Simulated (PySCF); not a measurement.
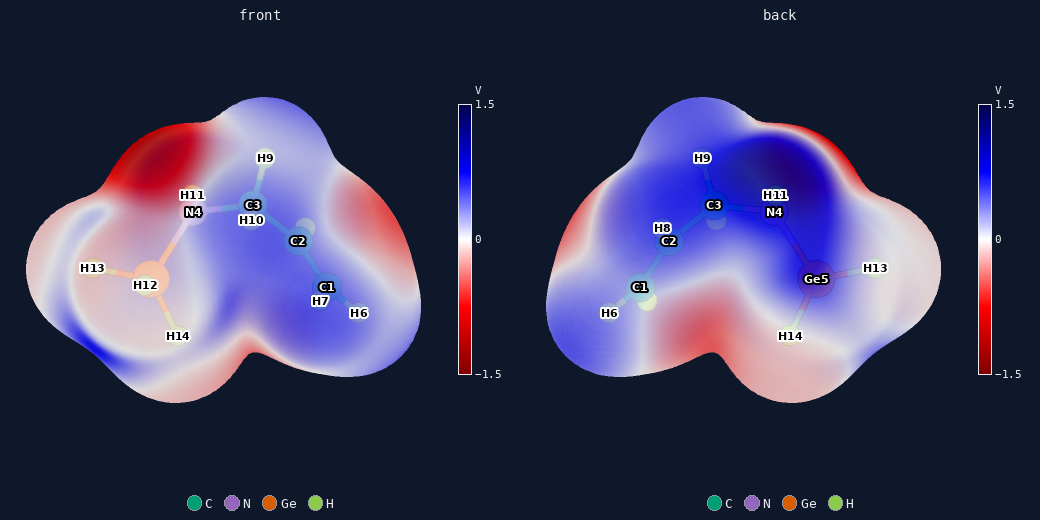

The picture shows: C3H9GeN (SMILES C=CC[NH][GeH3]). The electrostatic potential painted on the density surface at 0.001 e/bohr³, seen from the front and from behind; the colour scale runs from red (negative) to blue (positive).

Geometry: GFN2-xTB.

The calculation used CAM-B3LYP/def2-SVPD, SCF density, gas phase (PySCF 2.14.0).

```yaml
atoms:
  - { symbol: C, position_ang: [-1.9873, -0.0624, -0.8342] }
  - { symbol: C, position_ang: [-1.3002, -0.6033, 0.1540] }
  - { symbol: C, position_ang: [-0.3958, 0.1673, 1.0687] }
  - { symbol: N, position_ang: [1.0061, -0.1962, 0.9086] }
  - { symbol: Ge, position_ang: [1.9392, 0.3571, -0.5431] }
  - { symbol: H, position_ang: [-2.6074, -0.6484, -1.4918] }
  - { symbol: H, position_ang: [-1.9650, 0.9997, -1.0188] }
  - { symbol: H, position_ang: [-1.3262, -1.6727, 0.3258] }
  - { symbol: H, position_ang: [-0.6857, -0.0071, 2.1123] }
  - { symbol: H, position_ang: [-0.4830, 1.2362, 0.8581] }
  - { symbol: H, position_ang: [1.1520, -1.1639, 1.1674] }
  - { symbol: H, position_ang: [1.8914, 1.8500, -0.5100] }
  - { symbol: H, position_ang: [3.3251, -0.1528, -0.3321] }
  - { symbol: H, position_ang: [1.4361, -0.1041, -1.8872] }
```

> Where is the surface potential most negative and most positive?

The most negative region (about −1.1 V, or −25 kcal/mol for a unit charge) lies over N4, the most positive (about +1.2 V, or +28 kcal/mol for a unit charge) over H11. N4 is the likeliest acceptor of a hydrogen bond.
